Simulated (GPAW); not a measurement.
**Run report: GaCl$_{2}$F, property calculation**

The run: property calculation of GaCl$_{2}$F, SMILES [F][Ga]([Cl])[Cl]. Method and program: C09-vdW/plane waves, scalar-relativistic datasets (GPAW 26.7.0).

The atoms were displaced at random from an optimised geometry.

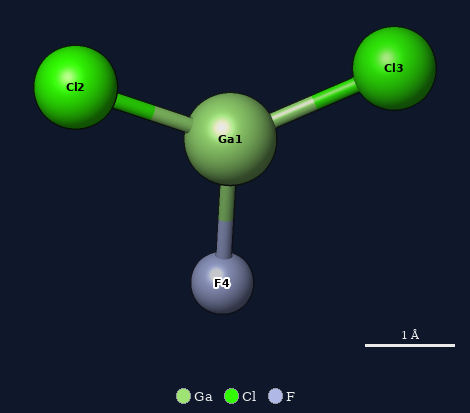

**Figure 1.** The input geometry (ball-and-stick view, seen at an oblique angle; atoms are numbered from 1 in the order of the input). Sticks mark near contacts.

The input (calc.py)
```python
import numpy as np
from ase.io import read
from ase.units import Debye
from gpaw import GPAW, PW

# Geometry
system = read('Cl2FGa.xyz')
system.center(vacuum=4.5)

# Calculator
calc = GPAW(mode=PW(600),
            mixer={'name': 'msr1', 'beta': 0.1, 'nmaxold': 3, 'weight': 1.0},
            maxiter=100,
            xc={'name': 'C09-vdW', 'backend': 'libvdwxc'},
            occupations={'name': 'fermi-dirac', 'width': 0.5},
            txt='-')
system.calc = calc

energy = system.get_potential_energy()
print(f'Energy = {energy:.5f} eV')
dipole = system.get_dipole_moment() / Debye
print(f'Dipole = {np.linalg.norm(dipole):.3f} D')
homo, lumo = calc.get_homo_lumo()
print(f'HOMO = {homo:.3f} eV')
print(f'LUMO: {lumo:.3f} eV')
print(f'Gap                     {lumo - homo:.3f} eV')
```

File Cl2FGa.xyz
```
4

Ga     0.085702     0.046513     0.053175
Cl     2.053462    -0.173656     0.035491
Cl    -1.156509     1.647788     0.103705
F     -0.809994    -1.576973     0.048530
```

Machine: 1 thread of Arm Neoverse V1, 24 GiB of memory available, shared host.

Launched with:
```bash
python3 -u calc.py | tee calc.out
```

The program's output
```
__  _  _
 | _ |_)|_||  |
 |__||  | ||/\| - 26.7.0

units:  Angstrom and eV
cores:  1
OpenMP: False

Versions:
  Python: 3.12.14
  ASE:    3.29.0
  Numpy:  2.5.5
  Scipy:  1.18.1
  Libxc:  7.0.0

        _gpaw.cpython-312-aarch64-linux-gnu.so

Input parameters:
  mode=PW(ecut=600.0),
  maxiter=100,
  mixer=MSR1(name='msr1', nmaxold=3, beta=0.1, reg=0.005, gb_scale=1.0, max_A=0.75, trust_scale=1.0, soft_lim=4.0, hard_lim=6.0, weight=1.0, sigma=0.015, g_ss=None),
  occupations=Occupations(name='fermi-dirac', width=0.5),
  xc=XC(name='C09-vdW', backend='libvdwxc')

Diagonalizing LCAO Hamiltonian
Converting LCAO to pw mode
         .-----------------------------.
        /|                             |
       / |                             |
      /  |                             |
     /   |                             |
    /    |                             |
   /     |                             |
  /      |                             |
 *       |       Cl                    |
 |       |                             |
 |       |         Ga   Cl             |
 |       .------F----------------------.
 |      /                             /
 |     /                             /
 |    /                             /
 |   /                             /
 |  /                             /
 | /                             /
 |/                             /
 *-----------------------------*

Atoms  # Å, Bohr magnetons
|   | symbol |        x |        y |        z |    initial magnetic moments |
|---|--------|----------|----------|----------|-----------------------------|
| 0 |     Ga | 5.742211 | 6.123486 | 4.517684 | ( 0.0000,  0.0000,  0.0000) |
| 1 |     Cl | 7.709971 | 5.903317 | 4.500000 | ( 0.0000,  0.0000,  0.0000) |
| 2 |     Cl | 4.500000 | 7.724761 | 4.568214 | ( 0.0000,  0.0000,  0.0000) |
| 3 |      F | 4.846515 | 4.500000 | 4.513039 | ( 0.0000,  0.0000,  0.0000) |

Unit cell  # Å
| periodic |         x |         y |        z |   lengths |    angles |
|----------|-----------|-----------|----------|-----------|-----------|
|       no | 12.209971 |  0.000000 | 0.000000 | 12.209971 | 90.000000 |
|       no |  0.000000 | 12.224761 | 0.000000 | 12.224761 | 90.000000 |
|       no |  0.000000 |  0.000000 | 9.068214 |  9.068214 | 90.000000 |

Number of symmetries: 1
Symmetry operations  # r_c * U_cc + t_c -> r_c
|   | kind |            matrix            |
|---|------|------------------------------|
| 0 |  E   |  1, 0, 0,  0, 1, 0,  0, 0, 1 |

BZ-sampling:
  Number of BZ points: 1
  Number of IBZ points: 1

  Monkhorst-Pack size: [1, 1, 1]
  Monkhorst-Pack shift: [0, 0, 0]

K-points  # in reciprocal-cell coordinates
|   |                                coordinates |     weight |
|---|--------------------------------------------|------------|
| 0 | (  0.00000000,   0.00000000,   0.00000000) | 1.00000000 |

Plane wave coefficients: 22599
Cutoff: 600.0 eV

Spin-components: 1 (collinear spins)
Bands:           16
Projectors:      20
Spin-degeneracy: 2
Datatype:        float64

  Storage: CPU
  Wave functions: 5_785_344 bytes (5_785_344 per core)
  Projectors: 10_124_352 bytes (10_124_352 per core)

Parallelization:
  kpt:    1
  domain: 1
  band:   1

Density:
  Valence electrons: 24.0
  Components: 1
  Grid points: [70 70 54]
  Charge: 0.0  # |e|

Potential:
  Grid points: [70 70 54]

species:
  Ga:
    name:    Gallium
    Z:       31.0
    valence: 3
    core:    28
    charge:  0.0  # [|e|]
    file:    Ga.PBE.gz
    compensation charges:
      type: gauss
      rc: 0.37  # [Å]
      lmax: 2
    cutoffs:
      filter: 2.06  # [Å]
      core: 4.17  # [Å]
    projectors
    | kind |    occ | energy [eV] | rcut [Å] |
    |------|--------|-------------|----------|
    |   4s |  2.000 |      -8.945 |    1.164 |
    |   4p |  1.000 |      -2.580 |    1.164 |
    |    s |        |      18.266 |    1.164 |
    |    p |        |      24.631 |    1.164 |
    |    d |        |       0.000 |    1.164 |

    Using partial waves for Ga as LCAO basis

  Cl:
    name:    Chlorine
    Z:       17.0
    valence: 7
    core:    10
    charge:  0.0  # [|e|]
    file:    Cl.PBE.gz
    compensation charges:
      type: gauss
      rc: 0.25  # [Å]
      lmax: 2
    cutoffs:
      filter: 1.40  # [Å]
      core: 1.49  # [Å]
    projectors
    | kind |    occ | energy [eV] | rcut [Å] |
    |------|--------|-------------|----------|
    |   3s |  2.000 |     -20.689 |    0.794 |
    |   3p |  5.000 |      -8.594 |    0.794 |
    |    s |        |       6.523 |    0.794 |
    |    p |        |      18.617 |    0.794 |
    |    d |        |       0.000 |    0.794 |

    Using partial waves for Cl as LCAO basis

  F:
    name:    Fluorine
    Z:       9.0
    valence: 7
    core:    2
    charge:  0.0  # [|e|]
    file:    F.PBE.gz
    compensation charges:
      type: gauss
      rc: 0.20  # [Å]
      lmax: 2
    cutoffs:
      filter: 1.14  # [Å]
      core: 0.74  # [Å]
    projectors
    | kind |    occ | energy [eV] | rcut [Å] |
    |------|--------|-------------|----------|
    |   2s |  2.000 |     -29.898 |    0.635 |
    |   2p |  5.000 |     -11.110 |    0.635 |
    |    s |        |      -2.687 |    0.635 |
    |    p |        |      16.102 |    0.635 |
    |    d |        |       0.000 |    0.635 |

    Using partial waves for F as LCAO basis

Reference energy: -80708.651106  # eV

eigensolver:
  PPCG
  Converge bands: occupied
  niter=2

density mixing:
  MSR1-Mixer
  Pratt-step length: 0.1
  Maximum mixing coefficient: 0.75
  Old densities: 3
  SVD Regularization: 0.005
  Good broyden scale: 1.0
  Trust region scale: 1.0
  Backstep threshold: 4.0
  History deletion threshold: 6.0
  No metric

occupation numbers:
  Fermi-Dirac:
    width: 0.5000  # eV

poisson solver:
  ecut: 4800.0  # eV

xc functional:
  name: vdW-C09 with libvdwxc
  Mode: serial
  Semilocal: GGA_X_C09X+LDA_C_PW with 2 nearest neighbor stencil
  Corresponding non-local functional: vdW-DF
  Local blocksize: 140 x 140 x 108
  PAW datasets: PBE

Initialization done in: 5.180 s

convergence criteria:
- Maximum [total energy] change in last 3 cyles: 0.0005 eV / valence electron
- Maximum integral of absolute [dens]ity change: 0.0001 electrons / valence electron
- Maximum integral of absolute [eigenst]ate change: 4e-08 eV^2 / valence electron
maximum number of iterations: 100

SCF iterations
|iter     |     time |      energy | eigst |  dens |
|---------|----------|-------------|-------|-------|
|iter:   1| 00:00:06 |   39.146139 | -0.15 |       |
|iter:   2| 00:00:09 |   39.809623 | -1.23 | -0.98 |
|iter:   3| 00:00:13 |   40.657181 | -0.67 | -1.07 |
|iter:   4| 00:00:18 |   40.689199 | -2.02 | -1.43 |
|iter:   5| 00:00:21 |   40.705052 | -2.53 | -1.74 |
|iter:   6| 00:00:25 |   40.705446 | -3.20 | -2.42 |
|iter:   7| 00:00:29 |   40.705524c| -4.77 | -2.89 |
|iter:   8| 00:00:33 |   40.705556c| -5.05 | -3.29 |
|iter:   9| 00:00:39 |   40.705523c| -6.33 | -3.99 |
|iter:  10| 00:00:43 |   40.705532c| -7.07 | -4.39c|
|iter:  11| 00:00:47 |   40.705529c| -7.78c| -4.70c|

Converged in 11 steps
SCF loop duration: 42.492 s (3.863 s/step)
Energy contributions relative to reference atoms: (reference = -80708.651106)

Energy contributions:
  Kinetic:          43.705032
  Coulomb:         -40.466360
  Zero:              0.367678
  External:          0.000000
  Xc:               37.155327
  Entropy:          -0.112296
  Spinorbit:         0.000000
  ----------------------------
  Free energy:      40.649381
  Extrapolated:     40.705529

dipole moment: (0.257082, 0.393886, -0.004626)  # |e|*Ang

Fermi level: -4.961
Eigenvalues  # (at kpt = [0.000, 0.000, 0.000])
| band index |      eig [eV] | occ [0-2] |
|------------|---------------|-----------|
|          0 |       -27.009 |     2.000 |
|        ... |               |           |
|          4 |       -10.095 |     2.000 |
|          5 |        -9.671 |     2.000 |
|          6 |        -9.045 |     1.999 |
|          7 |        -8.376 |     1.998 |
|          8 |        -8.360 |     1.998 |
|          9 |        -8.247 |     1.997 |
|         10 |        -8.212 |     1.997 |
|         11 |        -7.936 |     1.995 |
|         12 |        -2.450 |     0.013 |
|         13 |        -1.681 |     0.003 |
|         14 |        -0.306 |     0.000 |
|         15 |         0.251 |     0.000 |

Gap: 5.486 eV
Transition (v -> c):
  (s=0, k=0, n=11, [0.00, 0.00, 0.00]) -> (s=0, k=0, n=12, [0.00, 0.00, 0.00])
No difference between direct/indirect transitions
vacuum-level: 0.517  # V
Energy = 40.70553 eV
Dipole = 2.259 D
HOMO = -7.936 eV
LUMO: -2.450 eV
Gap                     5.486 eV
```

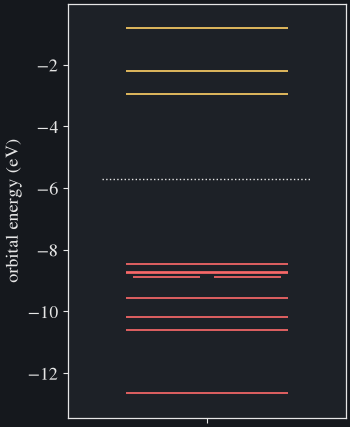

**Figure 2.** Orbital energies near the frontier; the dotted line parts filled from empty levels, and levels within 0.02 eV of each other stand side by side. Highest filled −8.45 eV, lowest empty −2.97 eV, 5.48 eV apart.

Summary

| quantity | value |
| --- | --- |
| outcome | converged |
| energy relative to the program's reference atoms | 40.7055 eV |
| HOMO | −8.45 eV |
| LUMO | −2.97 eV |
| dipole moment | 2.26 D |
| wall time | 49 s |
| peak memory | 0.96 GiB |

Notes

Settings chosen away from the usual ones: smear set to fermi-dirac; width set to 0.5; mixer set to msr1; beta set to 0.1; nmaxold set to 3; weight set to 1.0.
